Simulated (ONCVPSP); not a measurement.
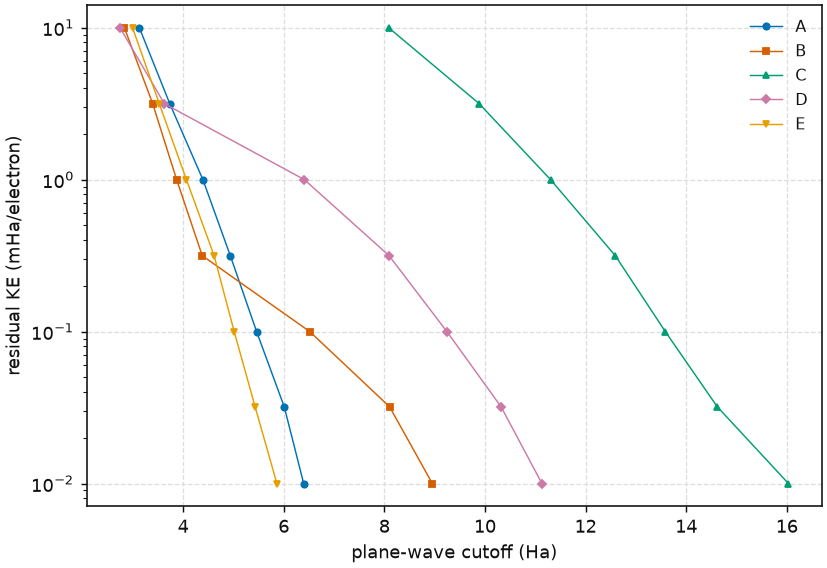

The residual kinetic energy of the 4s wave for 5 variants of one potential.

Base settings:

ONCVPSP 4.0.1 input (lines: element, Z, core and valence counts, functional; n l f; lmax; l rc ep ncon nbas qcut; lloc lpopt rc5 dvloc0; l nproj debl; icmod fcfact rcfact), PBE, scalar-relativistic:

```
  Sr 38.00    6    3        4      upf
    1    0    2.00
    2    0    2.00
    2    1    6.00
    3    0    2.00
    3    1    6.00
    3    2   10.00
    4    0    2.00
    4    1    6.00
    5    0    2.00
    2
    0    2.50    0.00    3    6    5.80
    1    2.05    0.00    3    7    6.00
    2    2.70    0.10    4    8    4.10
    4    1    1.80    6.00
    0    2    2.60
    1    3    1.40
    2    3    2.70
    0    0.00    0.00
```

In the d channel the program set the typed energies aside and used 0.050, 2.750, 5.450 Ha.

**The variants differ in the radius of the s channel: 2.04 bohr, 2.62 bohr, 2.86 bohr, 3.04 bohr, 3.38 bohr. Which curve belongs to which value?**

A: 3.38 bohr; B: 2.86 bohr; C: 2.04 bohr; D: 2.62 bohr; E: 3.04 bohr.

**What did the other tests of these runs give?**

A: loose cutoff 7.4 Ha; bound ghosts flagged none; largest test error -2.9 meV. B: loose cutoff 7.4 Ha; bound ghosts flagged none; largest test error -2.9 meV. C: loose cutoff 11 Ha; bound ghosts flagged none; largest test error -1.5 meV. D: loose cutoff 7.4 Ha; bound ghosts flagged none; largest test error -2.8 meV. E: loose cutoff 7.4 Ha; bound ghosts flagged none; largest test error -2.2 meV. The loose cutoff is the first of the cutoffs at which the residual kinetic energy of the hardest occupied pseudo-wave falls to 1 and 0.1 mHa per electron.
